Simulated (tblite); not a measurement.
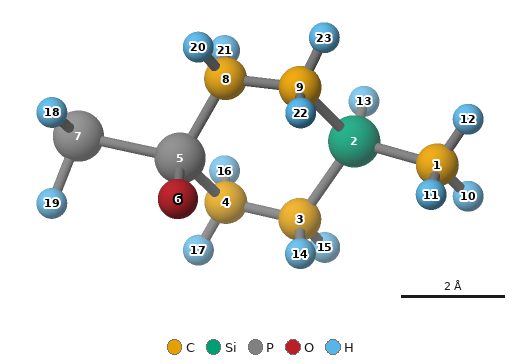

The starting structure (ball-and-stick view, seen at a tilt; atoms are numbered from 1 in the order of the input).

## Geometry relaxation, with input and output: C₅H₁₄OP₂Si

System: C₅H₁₄OP₂Si.
Method: GFN2-xTB geometry optimisation, gas phase (tblite 0.8.0).

What the program printed:
```
step      E/eV     max force
  0    -781.42742    2.679
  1    -781.56764    1.983
  2    -781.61895    0.491
  3    -781.64098    0.309
  4    -781.65560    0.322
  5    -781.66310    0.363
  6    -781.67369    0.350
  7    -781.68060    0.250
  8    -781.68631    0.217
  9    -781.69096    0.199
 10    -781.69572    0.151
 11    -781.69979    0.131
 12    -781.70359    0.165
 13    -781.70701    0.188
 14    -781.70954    0.137
 15    -781.71105    0.087
 16    -781.71198    0.057
 17    -781.71271    0.076
 18    -781.71337    0.064
 19    -781.71402    0.058
 20    -781.71469    0.051
 21    -781.71536    0.056
 22    -781.71596    0.047
 23    -781.71647    0.059
 24    -781.71694    0.056
 25    -781.71740    0.050
 26    -781.71782    0.053
 27    -781.71817    0.041
 28    -781.71845    0.046
 29    -781.71865    0.037
 30    -781.71879    0.029
 31    -781.71890    0.026
 32    -781.71903    0.027
 33    -781.71918    0.027
 34    -781.71931    0.026
 35    -781.71942    0.023
 36    -781.71954    0.029
 37    -781.71971    0.034
 38    -781.71994    0.044
 39    -781.72014    0.033
 40    -781.72027    0.026
 41    -781.72037    0.025
 42    -781.72047    0.029
 43    -781.72056    0.027
 44    -781.72062    0.021
 45    -781.72066    0.018
 46    -781.72071    0.019
 47    -781.72076    0.021
 48    -781.72079    0.013
 49    -781.72081    0.007
```

Trajectory as extended XYZ (Å, eV, eV/Å), 10 of the 50 frames kept, from step=0 to step=49:
```
23
Properties=species:S:1:pos:R:3:forces:R:3 step=0 energy=-781.42742
C    -3.2478    0.3063    0.4759   -1.5150   0.2410   0.5650
Si   -1.6436   -0.0477   -0.3530    1.4960  -0.4780  -0.4210
C    -0.5164    1.4768   -0.4223   -0.3780   0.3180  -0.1930
C     0.9114    1.1749   -0.8607   -0.2580   0.4150  -0.2190
P     1.7536    0.0028    0.2478   -0.3820   1.2630   2.3310
O     1.8154    0.5015    1.6533   -0.0970  -0.2440  -0.6780
P     3.7194   -0.3488   -0.5264    1.2810  -0.3560  -0.6540
C     0.8000   -1.5112    0.1010   -0.6860  -1.2350  -0.3240
C    -0.6467   -1.3814    0.5863   -0.0250   0.5870   0.1540
H    -3.8151    1.0782   -0.0636    0.2050  -0.3100   0.2170
H    -3.1125    0.6631    1.4995   -0.0580  -0.0700  -0.1680
H    -3.8881   -0.5891    0.5225    0.2960   0.4160  -0.0180
H    -1.8544   -0.5321   -1.7206   -0.0420  -0.0710  -0.2490
H    -0.5077    1.9388    0.5664    0.1530   0.0480  -0.0170
H    -0.9700    2.2137   -1.1161    0.3540  -0.1890   0.3120
H     0.9202    0.7644   -1.8594    0.0040  -0.1220  -0.4280
H     1.4881    2.1036   -0.8671    0.1600   0.0110   0.0110
H     4.2041   -1.0920    0.5830   -0.4330   0.4490  -0.2320
H     4.2913    0.8759   -0.1039   -0.4610  -0.3990   0.1120
H     1.2982   -2.2935    0.6900    0.1190   0.1100  -0.0380
H     0.8046   -1.8371   -0.9455    0.0430   0.0060   0.0290
H    -0.6475   -1.1082    1.6491    0.1370  -0.1020  -0.1320
H    -1.1611   -2.3318    0.5015    0.0860  -0.2880   0.0400
23
Properties=species:S:1:pos:R:3:forces:R:3 step=5 energy=-781.66310
C    -3.2618    0.3102    0.4837   -0.1090   0.0160   0.0410
Si   -1.6116   -0.0618   -0.3682    0.0670  -0.0240  -0.0600
C    -0.5222    1.4912   -0.4259    0.0220   0.0350  -0.0460
C     0.9028    1.1936   -0.8736    0.1130  -0.0490   0.0830
P     1.7353    0.0277    0.2996    0.0530  -0.0100  -0.1150
O     1.8038    0.5157    1.6890   -0.0700  -0.0290  -0.1000
P     3.7621   -0.3689   -0.5737   -0.3600   0.0310   0.0320
C     0.7830   -1.5442    0.0975    0.0980   0.0180   0.0030
C    -0.6483   -1.3845    0.5935    0.0420   0.0190  -0.0060
H    -3.8164    1.0723   -0.0573    0.0520  -0.0480   0.0350
H    -3.1222    0.6633    1.5024   -0.0080  -0.0160  -0.0490
H    -3.8864   -0.5784    0.5246    0.0560   0.0590  -0.0010
H    -1.8533   -0.5401   -1.7453    0.0460  -0.0090  -0.0240
H    -0.4933    1.9460    0.5661    0.0640   0.0200  -0.0100
H    -0.9562    2.2254   -1.1067    0.0170   0.0980   0.0390
H     0.9229    0.7608   -1.8771    0.0280   0.0300   0.0620
H     1.5031    2.1099   -0.8721    0.0230  -0.0120  -0.0570
H     4.1682   -1.0533    0.5713   -0.1170   0.0690  -0.0010
H     4.2532    0.8433   -0.0894   -0.1230  -0.0510   0.0360
H     1.3105   -2.3001    0.6898    0.0210  -0.0240  -0.0500
H     0.8072   -1.8428   -0.9548    0.0300   0.0270   0.0970
H    -0.6301   -1.1136    1.6512    0.0730  -0.0350  -0.0010
H    -1.1551   -2.3449    0.5130   -0.0190  -0.1160   0.0910
23
Properties=species:S:1:pos:R:3:forces:R:3 step=11 energy=-781.69979
C    -3.2534    0.3092    0.4817    0.0710  -0.0090  -0.0220
Si   -1.5916   -0.0639   -0.3721   -0.0840   0.0190   0.0280
C    -0.5102    1.5043   -0.4310   -0.0270   0.0060   0.0240
C     0.9113    1.2009   -0.8747    0.0170  -0.0380  -0.0450
P     1.7062    0.0288    0.2969    0.0580   0.0200   0.0990
O     1.7771    0.5177    1.6841   -0.0820   0.0150   0.0430
P     3.6819   -0.3687   -0.5838    0.0870  -0.0200  -0.0630
C     0.7896   -1.5538    0.1006    0.0430   0.0270  -0.0540
C    -0.6377   -1.3983    0.5971   -0.0220  -0.0070   0.0340
H    -3.8075    1.0708   -0.0577    0.0480  -0.0240  -0.0130
H    -3.1201    0.6627    1.5002    0.0340  -0.0100  -0.0250
H    -3.8780   -0.5775    0.5238    0.0480   0.0070  -0.0240
H    -1.8283   -0.5440   -1.7557    0.0680   0.0230   0.0700
H    -0.4652    1.9500    0.5633    0.0160  -0.0050   0.0780
H    -0.9370    2.2609   -1.0900   -0.0500   0.0260  -0.0400
H     0.9387    0.7616   -1.8714   -0.0190  -0.0270  -0.0870
H     1.5255    2.1080   -0.8874    0.0120  -0.0040   0.0330
H     4.0964   -1.0290    0.5655   -0.0870  -0.0920   0.0320
H     4.1807    0.8267   -0.0815   -0.0820   0.0900  -0.0390
H     1.3316   -2.3108    0.6781    0.0090   0.0190   0.0190
H     0.8238   -1.8412   -0.9495   -0.0160  -0.0380  -0.0920
H    -0.5978   -1.1225    1.6513    0.0090   0.0580   0.0620
H    -1.1405   -2.3650    0.5498   -0.0500  -0.0340  -0.0180
23
Properties=species:S:1:pos:R:3:forces:R:3 step=16 energy=-781.71198
C    -3.2415    0.3076    0.4788    0.0370  -0.0010  -0.0030
Si   -1.5815   -0.0609   -0.3622    0.0510  -0.0040  -0.0010
C    -0.5066    1.5121   -0.4284    0.0170  -0.0170   0.0110
C     0.9119    1.1977   -0.8827   -0.0230   0.0150   0.0030
P     1.6964    0.0305    0.3000   -0.0480  -0.0130  -0.0230
O     1.7468    0.5205    1.6886   -0.0320  -0.0130  -0.0340
P     3.6639   -0.3688   -0.5867    0.0310  -0.0030   0.0020
C     0.7917   -1.5561    0.0921   -0.0260  -0.0030   0.0180
C    -0.6336   -1.4030    0.6046    0.0120   0.0100  -0.0030
H    -3.7910    1.0674   -0.0648    0.0080   0.0090  -0.0150
H    -3.1067    0.6610    1.4956   -0.0040   0.0070   0.0250
H    -3.8620   -0.5802    0.5165    0.0080  -0.0150  -0.0040
H    -1.7985   -0.5402   -1.7429    0.0320  -0.0130  -0.0310
H    -0.4499    1.9466    0.5730    0.0150   0.0060  -0.0240
H    -0.9373    2.2734   -1.0838   -0.0110  -0.0330   0.0410
H     0.9403    0.7573   -1.8822   -0.0400   0.0200   0.0270
H     1.5343    2.1002   -0.8868   -0.0090  -0.0080  -0.0140
H     4.0444   -1.0459    0.5680    0.0070   0.0180   0.0030
H     4.1304    0.8451   -0.0921    0.0070  -0.0100   0.0140
H     1.3408   -2.3061    0.6733   -0.0030   0.0000  -0.0150
H     0.8268   -1.8456   -0.9607   -0.0420   0.0060   0.0320
H    -0.5829   -1.1149    1.6578    0.0160  -0.0160  -0.0160
H    -1.1409   -2.3705    0.5627   -0.0020   0.0570   0.0060
23
Properties=species:S:1:pos:R:3:forces:R:3 step=22 energy=-781.71596
C    -3.2271    0.3070    0.4777   -0.0420   0.0010   0.0030
Si   -1.5700   -0.0616   -0.3622    0.0310   0.0030   0.0180
C    -0.5040    1.5122   -0.4202    0.0060   0.0400  -0.0050
C     0.9076    1.2002   -0.8876    0.0040  -0.0130  -0.0070
P     1.6859    0.0269    0.2906    0.0350   0.0040  -0.0190
O     1.7212    0.5169    1.6789    0.0140   0.0020   0.0050
P     3.6628   -0.3688   -0.5860   -0.0260   0.0120   0.0370
C     0.7872   -1.5607    0.0907    0.0020  -0.0040  -0.0230
C    -0.6310   -1.3989    0.6110    0.0060  -0.0230   0.0190
H    -3.7748    1.0647   -0.0706   -0.0030   0.0100  -0.0050
H    -3.1023    0.6609    1.4963    0.0200  -0.0020  -0.0110
H    -3.8458   -0.5823    0.5112   -0.0050  -0.0120   0.0000
H    -1.7686   -0.5431   -1.7470    0.0180   0.0000   0.0040
H    -0.4374    1.9498    0.5777   -0.0070  -0.0100   0.0250
H    -0.9467    2.2690   -1.0696   -0.0130   0.0350  -0.0090
H     0.9216    0.7614   -1.8862   -0.0070   0.0110  -0.0280
H     1.5360    2.0986   -0.8927   -0.0170  -0.0090  -0.0200
H     4.0311   -1.0436    0.5737    0.0210   0.0170   0.0040
H     4.1172    0.8479   -0.0871    0.0190  -0.0110   0.0140
H     1.3440   -2.3083    0.6679   -0.0200  -0.0040  -0.0210
H     0.8074   -1.8490   -0.9612   -0.0070  -0.0280  -0.0150
H    -0.5708   -1.1140    1.6632   -0.0080   0.0170   0.0140
H    -1.1484   -2.3583    0.5695   -0.0200  -0.0360   0.0200
23
Properties=species:S:1:pos:R:3:forces:R:3 step=27 energy=-781.71817
C    -3.2239    0.3057    0.4747    0.0130  -0.0020  -0.0080
Si   -1.5607   -0.0604   -0.3573   -0.0400   0.0010  -0.0070
C    -0.5035    1.5198   -0.4157   -0.0170  -0.0210  -0.0020
C     0.9030    1.2014   -0.8953   -0.0050   0.0050   0.0000
P     1.6807    0.0249    0.2828   -0.0010  -0.0060  -0.0020
O     1.7126    0.5146    1.6716   -0.0040  -0.0020  -0.0110
P     3.6614   -0.3664   -0.5787    0.0350  -0.0040  -0.0130
C     0.7825   -1.5659    0.0844   -0.0070  -0.0020   0.0050
C    -0.6307   -1.4018    0.6189   -0.0170   0.0120  -0.0130
H    -3.7677    1.0658   -0.0750   -0.0110  -0.0220   0.0100
H    -3.0952    0.6601    1.4930   -0.0100  -0.0070  -0.0150
H    -3.8395   -0.5863    0.5083   -0.0080   0.0260  -0.0040
H    -1.7437   -0.5439   -1.7454    0.0080   0.0090   0.0260
H    -0.4318    1.9495    0.5862    0.0080   0.0020  -0.0190
H    -0.9541    2.2767   -1.0611    0.0180   0.0190   0.0240
H     0.9067    0.7675   -1.8967   -0.0050  -0.0020   0.0060
H     1.5338    2.0971   -0.9042    0.0110   0.0060  -0.0110
H     4.0340   -1.0364    0.5814   -0.0030  -0.0090   0.0160
H     4.1195    0.8469   -0.0771   -0.0010   0.0160   0.0050
H     1.3415   -2.3135    0.6581    0.0100  -0.0110  -0.0070
H     0.7918   -1.8599   -0.9666   -0.0030   0.0060   0.0050
H    -0.5655   -1.1100    1.6697    0.0120  -0.0120  -0.0120
H    -1.1559   -2.3584    0.5816    0.0160  -0.0020   0.0270
23
Properties=species:S:1:pos:R:3:forces:R:3 step=33 energy=-781.71918
C    -3.2250    0.3054    0.4728    0.0060  -0.0030  -0.0080
Si   -1.5619   -0.0597   -0.3555    0.0220   0.0020   0.0080
C    -0.5039    1.5211   -0.4138    0.0160   0.0000   0.0060
C     0.9010    1.2018   -0.8999   -0.0050  -0.0060  -0.0050
P     1.6809    0.0223    0.2753   -0.0250  -0.0010   0.0100
O     1.7076    0.5126    1.6640    0.0090   0.0000  -0.0020
P     3.6692   -0.3653   -0.5746    0.0100  -0.0020  -0.0050
C     0.7800   -1.5691    0.0811    0.0000   0.0080  -0.0050
C    -0.6314   -1.4018    0.6215    0.0170  -0.0050   0.0040
H    -3.7703    1.0632   -0.0765   -0.0140   0.0180  -0.0060
H    -3.0951    0.6590    1.4903   -0.0160   0.0060   0.0110
H    -3.8417   -0.5845    0.5058   -0.0170  -0.0180   0.0040
H    -1.7313   -0.5436   -1.7428   -0.0130  -0.0030  -0.0100
H    -0.4261    1.9485    0.5882    0.0100  -0.0130   0.0090
H    -0.9522    2.2867   -1.0506    0.0040  -0.0110   0.0010
H     0.8980    0.7680   -1.9013    0.0000  -0.0010   0.0000
H     1.5343    2.0966   -0.9124   -0.0070  -0.0140  -0.0040
H     4.0330   -1.0352    0.5892   -0.0030   0.0040   0.0070
H     4.1187    0.8511   -0.0707   -0.0030   0.0020   0.0070
H     1.3417   -2.3184    0.6511   -0.0070   0.0080  -0.0120
H     0.7833   -1.8624   -0.9699   -0.0010   0.0000  -0.0040
H    -0.5586   -1.1088    1.6710    0.0080   0.0140  -0.0020
H    -1.1550   -2.3602    0.5954    0.0080   0.0160  -0.0040
23
Properties=species:S:1:pos:R:3:forces:R:3 step=38 energy=-781.71994
C    -3.2295    0.3047    0.4700   -0.0210   0.0050   0.0120
Si   -1.5608   -0.0591   -0.3529   -0.0300   0.0020   0.0010
C    -0.4999    1.5202   -0.4087   -0.0130  -0.0100  -0.0030
C     0.8999    1.1979   -0.9056    0.0090  -0.0050   0.0050
P     1.6806    0.0196    0.2689    0.0430   0.0050  -0.0090
O     1.7064    0.5106    1.6571   -0.0010   0.0020   0.0120
P     3.6768   -0.3641   -0.5700   -0.0220   0.0050   0.0170
C     0.7797   -1.5697    0.0746    0.0020  -0.0030  -0.0040
C    -0.6266   -1.3987    0.6249   -0.0150   0.0180  -0.0070
H    -3.7766    1.0639   -0.0783    0.0210  -0.0210  -0.0040
H    -3.1054    0.6594    1.4889    0.0000  -0.0050  -0.0130
H    -3.8484   -0.5854    0.5044    0.0220   0.0130  -0.0140
H    -1.7282   -0.5438   -1.7428   -0.0080   0.0090   0.0270
H    -0.4142    1.9412    0.5955    0.0070  -0.0100  -0.0030
H    -0.9479    2.2901   -1.0403   -0.0090  -0.0030   0.0080
H     0.8906    0.7647   -1.9068   -0.0030  -0.0060  -0.0030
H     1.5340    2.0912   -0.9210    0.0100   0.0040  -0.0070
H     4.0292   -1.0324    0.5991    0.0010   0.0130  -0.0060
H     4.1148    0.8556   -0.0621    0.0000  -0.0120   0.0040
H     1.3417   -2.3204    0.6411    0.0100  -0.0080  -0.0040
H     0.7759   -1.8622   -0.9765    0.0000   0.0020  -0.0030
H    -0.5462   -1.1003    1.6725    0.0080   0.0070  -0.0060
H    -1.1505   -2.3561    0.6055   -0.0110  -0.0040   0.0030
23
Properties=species:S:1:pos:R:3:forces:R:3 step=44 energy=-781.72062
C    -3.2357    0.3050    0.4696    0.0180  -0.0040  -0.0090
Si   -1.5647   -0.0573   -0.3483    0.0130  -0.0030  -0.0030
C    -0.4969    1.5166   -0.4049    0.0000   0.0060   0.0030
C     0.9002    1.1938   -0.9105   -0.0050   0.0020   0.0000
P     1.6845    0.0182    0.2645   -0.0110  -0.0010   0.0020
O     1.7075    0.5091    1.6531   -0.0020  -0.0010  -0.0020
P     3.6821   -0.3625   -0.5644    0.0040  -0.0010  -0.0030
C     0.7797   -1.5696    0.0682   -0.0030   0.0000   0.0010
C    -0.6238   -1.3938    0.6259    0.0020  -0.0050   0.0050
H    -3.7792    1.0618   -0.0844    0.0030  -0.0030   0.0040
H    -3.1154    0.6598    1.4884   -0.0110  -0.0010  -0.0060
H    -3.8512   -0.5869    0.4985    0.0040   0.0040   0.0010
H    -1.7320   -0.5417   -1.7365   -0.0150   0.0000  -0.0020
H    -0.4021    1.9306    0.6011    0.0000   0.0030   0.0060
H    -0.9475    2.2914   -1.0282   -0.0030   0.0050   0.0010
H     0.8835    0.7590   -1.9110    0.0060  -0.0070   0.0040
H     1.5350    2.0869   -0.9316   -0.0040  -0.0010  -0.0060
H     4.0287   -1.0265    0.6081    0.0040  -0.0060   0.0020
H     4.1138    0.8570   -0.0522    0.0040   0.0050  -0.0020
H     1.3426   -2.3239    0.6296   -0.0040  -0.0010  -0.0030
H     0.7696   -1.8600   -0.9835    0.0040   0.0080  -0.0020
H    -0.5336   -1.0895    1.6709   -0.0010   0.0000   0.0040
H    -1.1497   -2.3504    0.6154   -0.0030   0.0000   0.0060
23
Properties=species:S:1:pos:R:3:forces:R:3 step=49 energy=-781.72081
C    -3.2345    0.3045    0.4684   -0.0060   0.0000   0.0000
Si   -1.5630   -0.0571   -0.3474   -0.0040   0.0010   0.0000
C    -0.4961    1.5171   -0.4034    0.0000  -0.0010   0.0010
C     0.8998    1.1932   -0.9118    0.0000  -0.0020   0.0020
P     1.6843    0.0179    0.2637    0.0020   0.0020   0.0040
O     1.7068    0.5086    1.6523   -0.0040   0.0010   0.0050
P     3.6839   -0.3620   -0.5627   -0.0010   0.0000   0.0010
C     0.7793   -1.5699    0.0665    0.0000   0.0020   0.0000
C    -0.6229   -1.3936    0.6272    0.0000   0.0030   0.0010
H    -3.7779    1.0602   -0.0870    0.0030   0.0050  -0.0040
H    -3.1203    0.6598    1.4875    0.0030   0.0010  -0.0010
H    -3.8500   -0.5872    0.4956    0.0020  -0.0070  -0.0010
H    -1.7381   -0.5409   -1.7349   -0.0020   0.0000  -0.0020
H    -0.3988    1.9283    0.6039    0.0000   0.0030  -0.0010
H    -0.9486    2.2934   -1.0235    0.0050   0.0010   0.0010
H     0.8827    0.7545   -1.9108   -0.0040   0.0010   0.0010
H     1.5347    2.0860   -0.9368   -0.0010  -0.0020  -0.0030
H     4.0294   -1.0260    0.6105    0.0010  -0.0020  -0.0020
H     4.1144    0.8581   -0.0504    0.0010   0.0000  -0.0030
H     1.3423   -2.3259    0.6253    0.0000  -0.0010  -0.0040
H     0.7688   -1.8564   -0.9863   -0.0040   0.0000   0.0010
H    -0.5302   -1.0865    1.6712    0.0000  -0.0030   0.0020
H    -1.1508   -2.3491    0.6205    0.0060   0.0000   0.0010
```

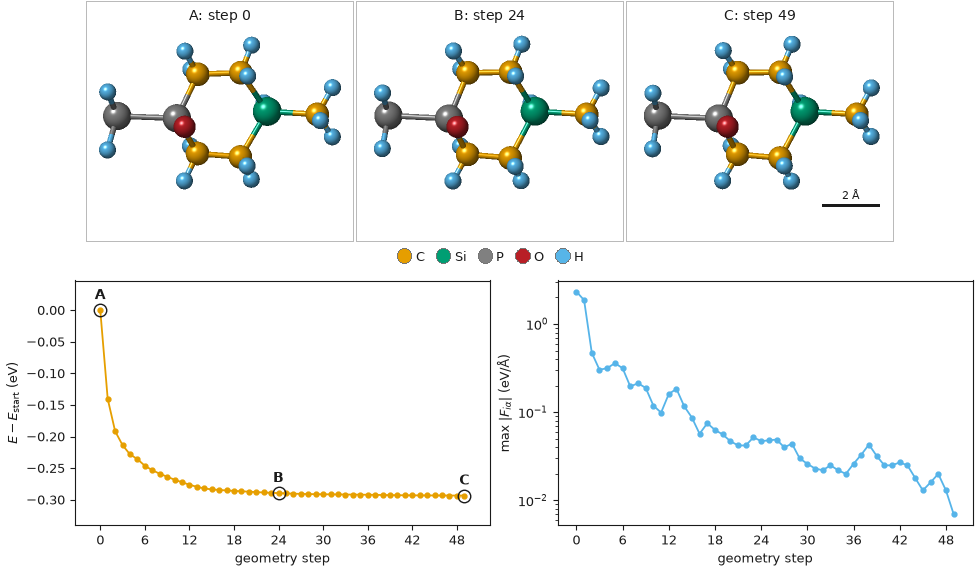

Frames of the relaxation (ball-and-stick view, seen at a tilt) above the curves, on which the letters mark them (steps are counted from 0).

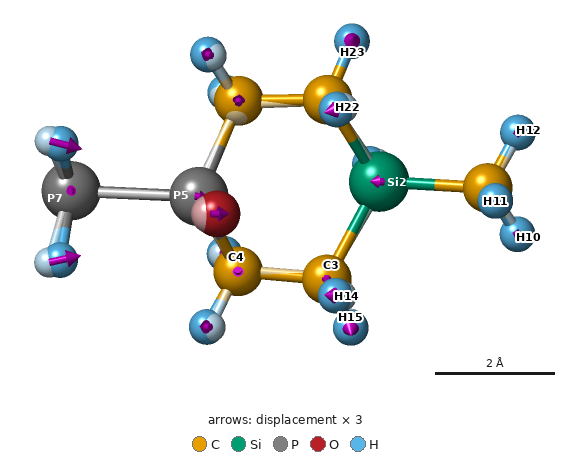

Start (faint) and end (solid) with the displacements as pink arrows, magnified 3 times (ball-and-stick view, seen at a tilt). The two geometries are laid on each other by the best rigid fit. The energy falls by 0.293 eV in 49 geometry steps. The largest force component goes from 2.3 to 0.007 eV/Å. The largest moves after the best rigid fit, 0.19 Å, are those of H18 and H19. Largest moves by element: H 0.19 Å, O 0.11 Å, Si 0.08 Å, P 0.07 Å, C 0.07 Å. Among the contacts that change: P5–P7 2.142 → 2.197 Å, C1–Si2 1.840 → 1.895 Å, P5–C8 1.795 → 1.838 Å, P7–H18 1.421 → 1.392 Å. Among the angles that change: P5–P7–H18 96.7° → 89.5°, P5–C8–C9 113.9° → 108.3°, C3–C4–P5 112.7° → 108.3°. (Atoms are counted from 1 in the order of the input.)

This output came from the following input.

Input file:
```
{"job": {"kind": "relax", "xc": "GFN2-xTB", "basis": "xTB"}, "charge": 0, "multiplicity": 1}
C     -3.247800     0.306300     0.475900
Si    -1.643600    -0.047700    -0.353000
C     -0.516400     1.476800    -0.422300
C      0.911400     1.174900    -0.860700
P      1.753600     0.002800     0.247800
O      1.815400     0.501500     1.653300
P      3.719400    -0.348800    -0.526400
C      0.800000    -1.511200     0.101000
C     -0.646700    -1.381400     0.586300
H     -3.815100     1.078200    -0.063600
H     -3.112500     0.663100     1.499500
H     -3.888100    -0.589100     0.522500
H     -1.854400    -0.532100    -1.720600
H     -0.507700     1.938800     0.566400
H     -0.970000     2.213700    -1.116100
H      0.920200     0.764400    -1.859400
H      1.488100     2.103600    -0.867100
H      4.204100    -1.092000     0.583000
H      4.291300     0.875900    -0.103900
H      1.298200    -2.293500     0.690000
H      0.804600    -1.837100    -0.945500
H     -0.647500    -1.108200     1.649100
H     -1.161100    -2.331800     0.501500
```

The first line tells a small driver script what to run in tblite; the rest is the geometry in Å.

Run as:
```bash
OMP_NUM_THREADS=1 python <driver script> task.json out
```

Summary:

| quantity | value |
| --- | --- |
| outcome | converged |
| total energy | −781.7208 eV |
| hardware | 1 CPU thread, shared host |
| wall time | 0.59 s |
| peak memory | 0.18 GiB |
